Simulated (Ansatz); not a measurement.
# InF3: Born-Oppenheimer dynamics

Aim: follow InF3 for 30 steps at constant energy (700 K) and see how far bonds stretch and how energy moves between motion and potential.

Computed with Ansatz 0.2.0, Gaussian basis. Level: revPBE/def2-SVP.

1 further run of the same task is left out (it didn't finish).

## (1) The geometry

The structure was relaxed beforehand with PBE0-D4 in a triple-zeta def2 set. In takes the def2 core potential; no spin-orbit term is included.

SMILES `[F][In]([F])[F]`, 4 atoms, charge 0, spin multiplicity 1.

Atoms are counted from 1 here; the program's logs count them from 0.

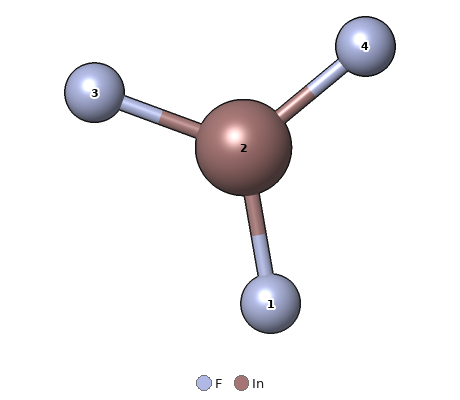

The geometry (fluorine light blue, indium brown); atoms are numbered from 1 in the order of the file.

## (2) The run

in.yaml

```yaml
crystal:
  periodic: [false, false, false]
  atoms:
    - {symbol: F, position_ang: [-1.305657, -0.375485, 1.339823]}
    - {symbol: In, position_ang: [0.013932, -0.015074, -0.005127]}
    - {symbol: F, position_ang: [1.768078, -0.777134, 0.143748]}
    - {symbol: F, position_ang: [-0.420952, 1.107392, -1.498744]}
basis:
  gaussian: {orbitals: def2-SVP}
hamiltonian: {xc: {name: revPBE}}
md: {timestep: 2 fs, n_steps: 30, ensemble: nve, temperature: 700, initial_velocities: maxwell_boltzmann, seed: 792}
```

Command:

```console
$ ansatz run in.yaml --threads 2 --pin off --events-out ev --progress --plain --max-ram 32768MiB --backend cpu
```

The program printed (excerpt; [...] marks lines left out):

```text
Functional definition: revPBE
  name "revPBE"
  cite "Zhang & Yang, Phys. Rev. Lett. 80, 890 (1998) doi:10.1103/PhysRevLett.80.890"
  cite "Perdew, Burke & Ernzerhof, Phys. Rev. Lett. 77, 3865 (1996) doi:10.1103/PhysRevLett.77.3865"
[...]
760 factors; their error is unknown
[...]
mean field -13317.97111880 eV, -489.4264113708 hartree, gradient 6.2e-6 eV, S^2 0.000000; 0 other end points of the search recorded, 0 dependent functions left out
[...]
reference -13317.97118191 eV, -489.4264136900 hartree; 24, 24 occupied and 44, 44 virtual orbitals, 760 factors
md step     0: t =     0.00 fs  T =   700.0 K  F+E_penalty+E_count = -13317.97111880 eV  E_kin = 0.180964 eV  conserved = -13317.79015480 eV  (25 SCF iters)
[...]
md step     7: t =    14.00 fs  T =   870.1 K  F+E_penalty+E_count = -13318.01576724 eV  E_kin = 0.224932 eV  conserved = -13317.79083487 eV  (27 SCF iters)
[...]
md step    14: t =    28.00 fs  T =   371.5 K  F+E_penalty+E_count = -13317.88598832 eV  E_kin = 0.096045 eV  conserved = -13317.78994335 eV  (29 SCF iters)
[...]
md step    21: t =    42.00 fs  T =   666.3 K  F+E_penalty+E_count = -13317.96333997 eV  E_kin = 0.172263 eV  conserved = -13317.79107704 eV  (28 SCF iters)
[...]
md step    28: t =    56.00 fs  T =    98.7 K  F+E_penalty+E_count = -13317.81526791 eV  E_kin = 0.025515 eV  conserved = -13317.78975318 eV  (28 SCF iters)
[...]
md step    29: t =    58.00 fs  T =    88.9 K  F+E_penalty+E_count = -13317.81274263 eV  E_kin = 0.022977 eV  conserved = -13317.78976541 eV  (27 SCF iters)
[...]
md step    30: t =    60.00 fs  T =   124.4 K  F+E_penalty+E_count = -13317.82208362 eV  E_kin = 0.032149 eV  conserved = -13317.78993456 eV  (26 SCF iters)
Total energy: -13317.82214650 eV, -489.4209367398 hartree
Atom 0 at    -1.196651    -0.588682     1.411492 Å, force    -0.886047    -0.173654     0.904559 eV/Å
Atom 1 at    -0.035686     0.044801     0.030168 Å, force    -0.202820    -0.023666    -0.092874 eV/Å
Atom 2 at     1.687612    -0.789270     0.002945 Å, force     1.448597    -0.630947     0.161215 eV/Å
Atom 3 at    -0.149621     0.970869    -1.642919 Å, force    -0.359730     0.828267    -0.972900 eV/Å
Dipole moment:    -0.244750     0.238390     0.140440 e Å
```

Wall time 37 s (2 threads, shared host).

## (3) Frames and traces

One row in 2; energies are counted from the first frame:

```tsv
time (fs)	T (K)	potential (meV)	conserved (meV)	In2–F4 (Å)
0.0	700	0.0	0.00	1.918
4.0	854	-40.3	-0.55	1.940
8.0	959	-67.7	-0.88	1.968
12.0	933	-61.0	-0.82	1.996
16.0	783	-22.1	-0.49	2.020
20.0	584	29.9	-0.10	2.036
24.0	425	71.2	0.17	2.042
28.0	372	85.1	0.21	2.038
32.0	432	69.2	0.01	2.024
36.0	558	36.3	-0.39	2.002
40.0	657	10.3	-0.80	1.974
44.0	638	15.0	-0.95	1.947
48.0	475	57.4	-0.64	1.923
52.0	247	117.0	-0.02	1.908
56.0	99	155.9	0.40	1.906
60.0	124	149.0	0.22	1.916
```

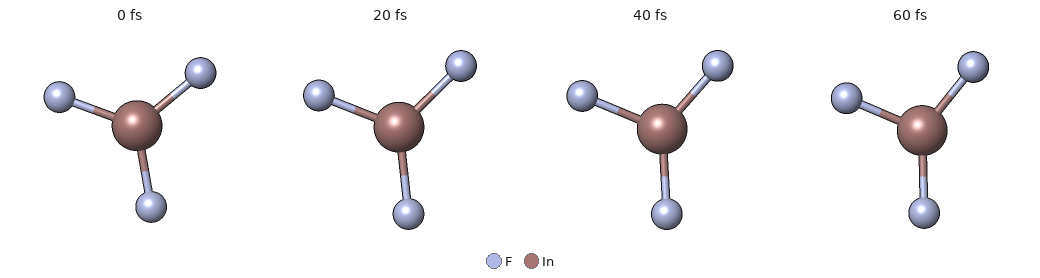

Four frames; sticks are those of the first frame.

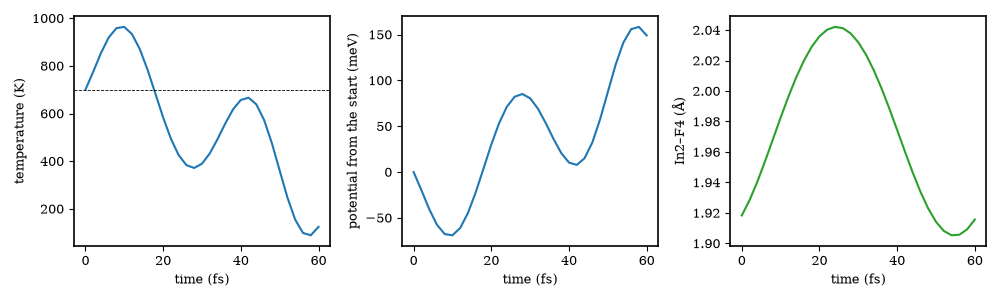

Temperature (the set value dashed), potential energy and the bond that swings most.

Positions (Å) and forces (eV/Å) at 60.0 fs:

```xyz
4

F    -1.197   -0.589    1.411   -0.886   -0.174    0.905
In   -0.036    0.045    0.030   -0.203   -0.024   -0.093
F     1.688   -0.789    0.003    1.449   -0.631    0.161
F    -0.150    0.971   -1.643   -0.360    0.828   -0.973
```

## (4) What came out

| quantity | value |
| --- | --- |
| length | 30 steps of 2.0 fs |
| temperature, first and last frame | 700, 124 K |
| temperature, second half | mean 411 K, from 89 to 666 K |
| swing of the potential | 227 meV |
| largest change of the conserved energy | 0.95 meV |
| range of In2–F4 | 1.905 to 2.042 Å |

**Reading.** The temperature starts at 700 K and ranges from 89 to 964 K; in so small a system it swings widely. The conserved energy moves by 0.95 meV, 0.4 % of the potential's swing, so the step is short enough for this stretch. In2–F4 swings most, by 0.14 Å; no bond breaks. A run of 60 fs gives no averages.
